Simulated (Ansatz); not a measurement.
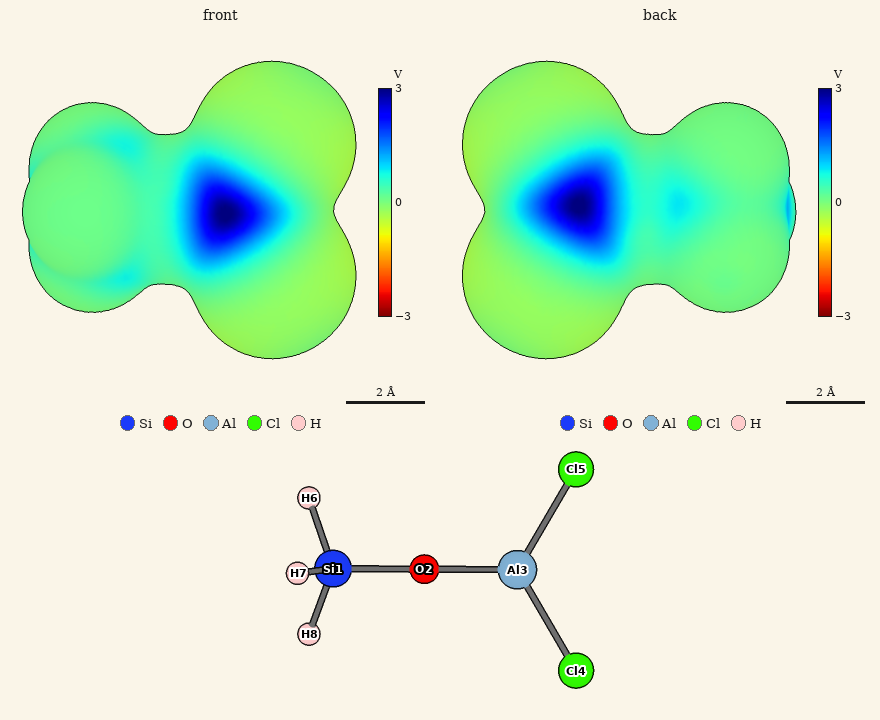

Figure 1: AlCl₂H₃OSi. The molecular electrostatic potential painted on the density surface at 0.001 e/bohr³, seen from the front and from behind; the colour scale runs from red (negative) to blue (positive). The bare structure is drawn below in the same view.

Geometry: PBE0-D4/def2-TZVP.

These are results of RKS PBE0-D4/def2-TZVPP (Ansatz), not measurements.

```xyz
8

Si    0.0407   -0.8616    1.2392
O     0.0134    0.0580   -0.1061
Al   -0.0228    0.9976   -1.4724
Cl   -0.7928    0.2416   -3.2421
Cl    0.7026    2.9387   -1.4269
H    -0.0741    0.0034    2.4412
H     1.3194   -1.6153    1.2957
H    -1.0943   -1.8195    1.2156
```

Describe the electrostatic potential map.

Answer. The most negative region (about −0.4 V) lies over Cl4 and Cl5, the most positive (about +2.8 V) over Al3.
